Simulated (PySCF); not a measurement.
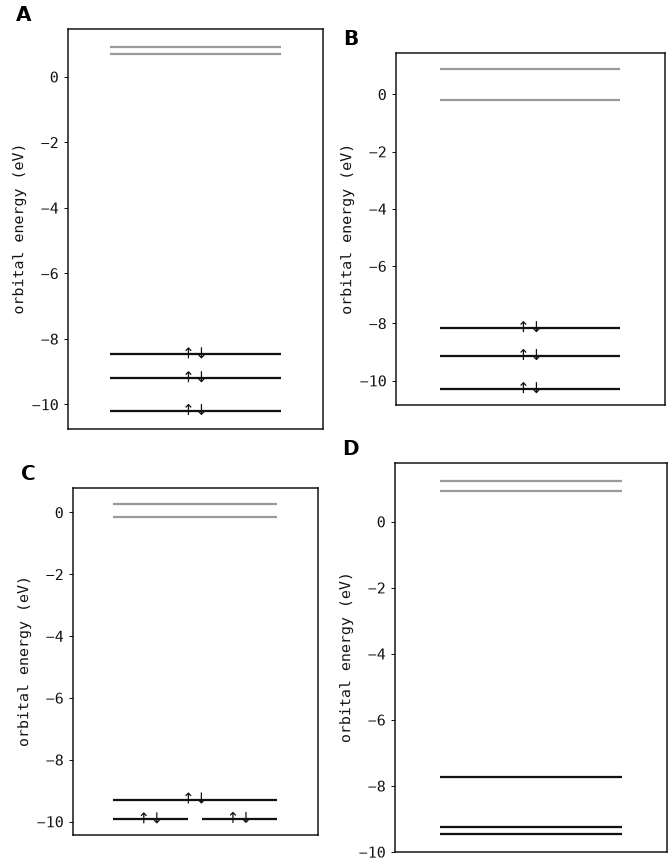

Kohn-Sham orbital energies near the frontier, CAM-B3LYP/def2-SVPD, PySCF, at a PBE0-D3(BJ)/def2-SVP geometry (no frequency check), isolated molecule; empty levels in grey, levels within 0.03 eV side by side.

Question: Which panel belongs to which molecule?
1. C₅H₃F₂N (2,4-difluoropyridine), SMILES Fc1ccnc(F)c1
2. C₄H₉Ga, SMILES C1C[CH2][GaH][CH2]1, singlet
3. C₃H₁₂OSi₃, SMILES C=CC[Si@H]([SiH3])O[SiH3]
4. C₈H₁₂GeO, SMILES c1co[c]([GeH]2[CH2]CC[CH2]2)c1, singlet

Answer: A: 3 (HOMO −8.47 eV, LUMO 0.69 eV)
B: 2 (HOMO −8.17 eV, LUMO −0.20 eV)
C: 1 (HOMO −9.29 eV, LUMO −0.14 eV)
D: 4 (HOMO −7.74 eV, LUMO 0.93 eV)

Limits of at least one run: empty levels above zero depend strongly on the basis; one conformer of a flexible molecule.
